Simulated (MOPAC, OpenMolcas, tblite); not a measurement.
## CH4F2Si (SMILES C[SiH](F)F): the dipole moment, rung by rung

CH4F2Si has 8 atoms, charge 0, and is taken as a singlet. As SMILES, `C[SiH](F)F`. The shape is that of a PBE0-D4/def2-TZVP optimisation.

Each level gives the dipole moment (D). The values are calculated.

| level | kind | program | value (D) | CPU time |
| --- | --- | --- | --- | --- |
| IPEA1-xTB | semi-empirical | tblite | 2.54 | under 2 s |
| AM1 | semi-empirical | MOPAC | 1.82 | under 2 s |
| HF/cc-pVDZ | Hartree–Fock | OpenMolcas | 2.46 | 9.8 s |
| SVWN5/cc-pVDZ | LDA | OpenMolcas | 2.12 | 30 s |
| BLYP/cc-pVDZ | GGA | OpenMolcas | 2.01 | 40 s |
| revPBE/cc-pVDZ | GGA | OpenMolcas | 2.02 | 37 s |
| TPSS/cc-pVDZ | meta-GGA | OpenMolcas | 2.02 | 53 s |
| PBE0/cc-pVDZ | global hybrid | OpenMolcas | 2.21 | 36 s |

The values span 1.82 to 2.54 D. Magnitudes only. CPU times are rough (shared hosts, several kinds of processor): they show what a rung costs within a factor of a few.

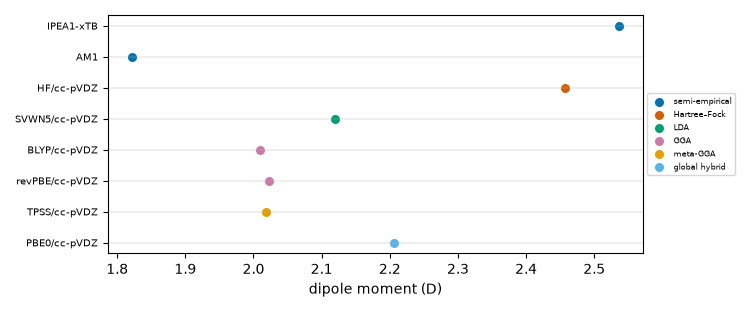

The values of the table, level by level.
